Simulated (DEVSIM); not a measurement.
System: Schottky contact on n-type Si, at 300 K.

```csv
layer (left to right),material,thickness (μm),Nd (cm⁻³),τn (s),τp (s)
1,Si,18.0,1.9e15,0.00044,0.00044
```

Left contact: Schottky, work function 4.94 eV, emission velocity 2.5e6 cm/s. Right contact: ohmic. Voltage is applied to the left contact. Recombination: SRH at mid-gap. Mobility is constant in doping.

The device is made up for the run: typed textbook-type constants, with dimensions and the other settings drawn at random. Values at 300 K.

```csv
parameter,Si
gap (eV),1.124
affinity (eV),4.05
permittivity,11.7
Nc (cm⁻³),2.86e19
Nv (cm⁻³),3.1e19
μn (cm²/Vs),1417
μp (cm²/Vs),470
```

Simulated with DEVSIM: 1D drift-diffusion, Boltzmann statistics, complete ionisation; no tunnelling, impact ionisation, image-force lowering or self-heating. Metal contacts follow the ideal Schottky-Mott rule: no Fermi-level pinning, no interface dipoles.

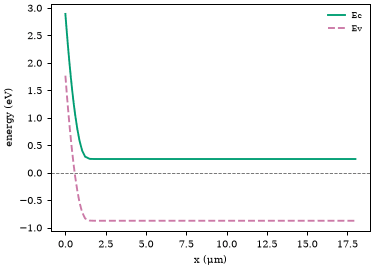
Fig. 1. Band edges at -2.0 V on the left contact

Energies count from the Fermi level of the right contact; mesh points crowd at the junctions.

```csv
x (μm),Ec (eV),Ev (eV),n (cm⁻³),p (cm⁻³),field (V/cm)
0.000,2.890,1.766,1400,3.6e15,-40000
0.01679,2.824,1.700,1400,2.9e14,-39000
0.04253,2.726,1.602,1400,6.3e12,-38000
0.08898,2.553,1.429,1500,7.8e9,-37000
0.2018,2.158,1.034,1600,1900,-33000
0.3594,1.671,0.547,1900,< 1e2,-29000
0.6009,1.064,-0.060,2600,< 1e2,-22000
1.224,0.290,-0.834,3.8e14,200,-3600
2.096,0.249,-0.875,1.9e15,2800,≈ 0
3.574,0.249,-0.875,1.9e15,8200,≈ 0
5.841,0.249,-0.875,1.9e15,17000,≈ 0
10.96,0.249,-0.875,1.9e15,35000,≈ 0
13.86,0.249,-0.875,1.9e15,46000,≈ 0
15.57,0.249,-0.875,1.9e15,52000,≈ 0
16.80,0.249,-0.875,1.9e15,57000,≈ 0
17.27,0.249,-0.875,1.9e15,59000,≈ 0
17.58,0.249,-0.875,1.9e15,60000,≈ 0
17.76,0.249,-0.875,1.9e15,60000,≈ 0
17.89,0.249,-0.875,1.9e15,61000,≈ 0
17.94,0.249,-0.875,1.9e15,61000,≈ 0
17.98,0.249,-0.875,1.9e15,61000,≈ 0
18.00,0.249,-0.875,1.9e15,61000,≈ 0
```
